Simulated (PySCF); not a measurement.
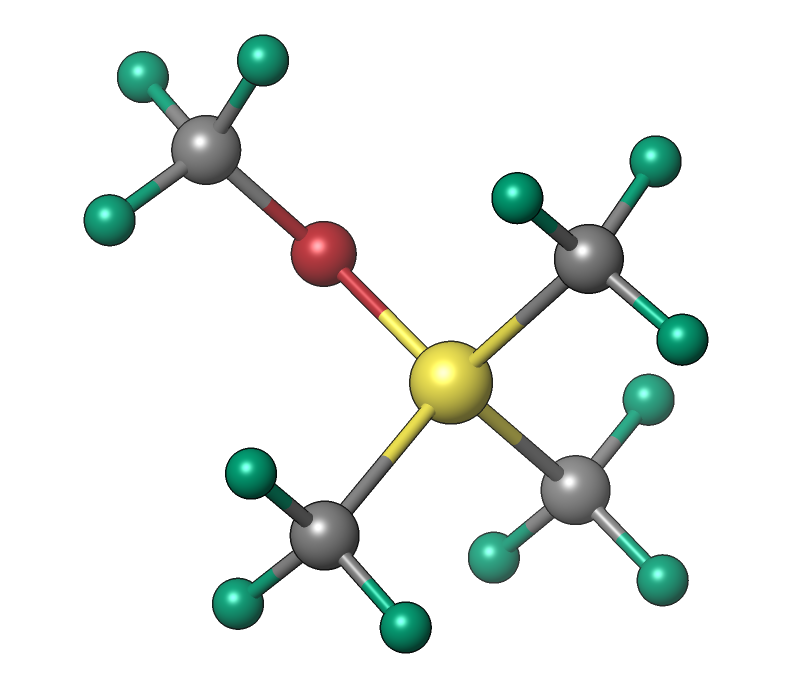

Ball-and-stick drawing of a structure. Every bond is drawn as one stick, whatever its order. Colours: carbon grey, oxygen red, silicon yellow, hydrogen teal.

Computed geometry: PBE0-D3(BJ)/def2-SVP optimisation. No frequency run is at hand to confirm it as a minimum.

Give the formula.

Answer. C4H12OSi, 18 atoms: 4 carbon, 12 hydrogen, 1 oxygen and 1 silicon.

Name functional groups in it.

Answer. Among them: Si–O bond.

How many bonds of each kind are drawn?

Answer. 12 C–H, 3 C–Si, 1 C–O, 1 O–Si.

More results for the same structure follow; atom numbers are the same in all pictures, views and colours differ.

Electronic properties

No frequency run is at hand to confirm it as a minimum. Properties computed with PBE0/def2-SVPD in chloroform (IEF-PCM) (PySCF 2.14.0). Excitations: vertical, linear response.

Computed properties:

- dipole moment: 1.39 D
- HOMO energy (Kohn–Sham orbital): −7.58 eV
- LUMO energy (Kohn–Sham orbital): 0.58 eV
- HOMO–LUMO gap: 8.16 eV
- mean static polarisability: 96.9 bohr³
- lowest vertical singlet excitation: 7.05 eV
- its oscillator strength: 0.014
- brightest of the 6 lowest singlets: 8.26 eV
- its oscillator strength: 0.09

Bond orders

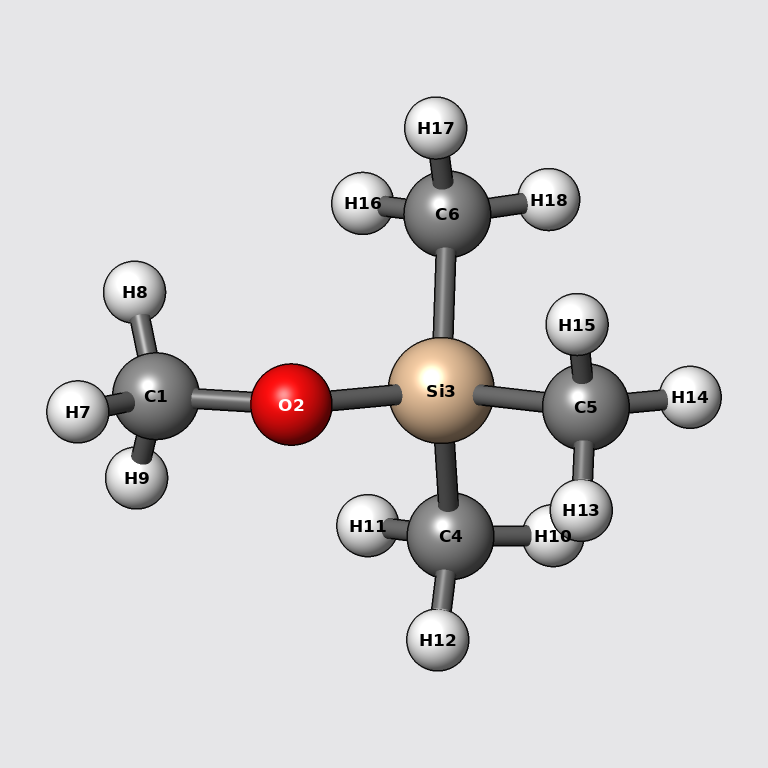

Every bond is drawn as one stick. No frequency run is at hand to confirm it as a minimum. Level of theory: PBE0/pcSseg-1 in benzene (IEF-PCM) (PySCF 2.14.0).

List the Mayer bond orders of C1–O2, O2–Si3, Si3–C4, Si3–C5, Si3–C6 (bonds between heavy atoms, one of each equivalent set). Atoms whose distances differ by more than 0.02 Å in this geometry are listed apart.

```csv
bond,Mayer order,length (Å)
C1–O2,0.92,1.394
O2–Si3,0.94,1.678
Si3–C4,0.95,1.878
Si3–C5,0.97,1.867
Si3–C6,0.95,1.878
```

NMR shielding

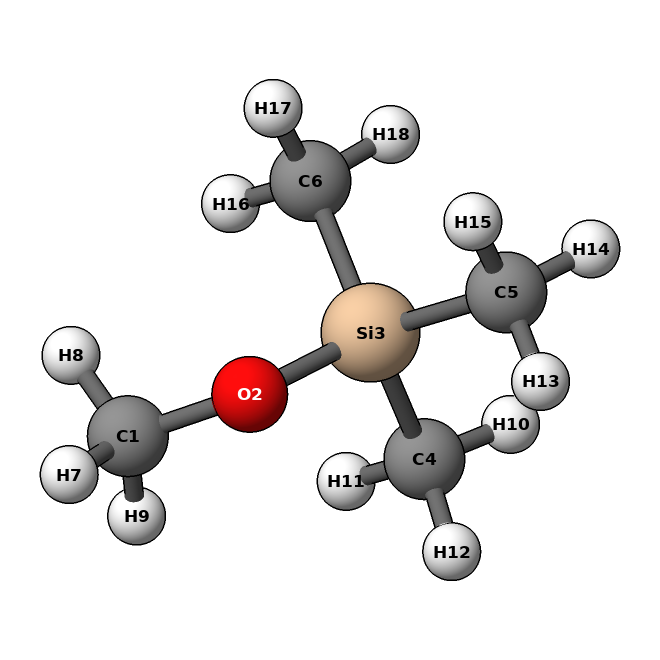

No frequency run is at hand to confirm it as a minimum. Level of theory: GIAO PBE0/pcSseg-1 NMR shielding, non-relativistic, IEF-PCM chloroform (PySCF 2.14.0). Principal shieldings σ11 ≤ σ22 ≤ σ33, span Ω = σ33 − σ11, skew κ = 3(σiso − σ22)/Ω.

Give the shielding tensors of the Si atoms.

| atom | σ11 | σ22 | σ33 | σiso | Ω | κ |
| --- | --- | --- | --- | --- | --- | --- |
| Si3 | 307.4 | 317.4 | 359.7 | 328.2 | 52.4 | 0.62 |

Shieldings and span in ppm.
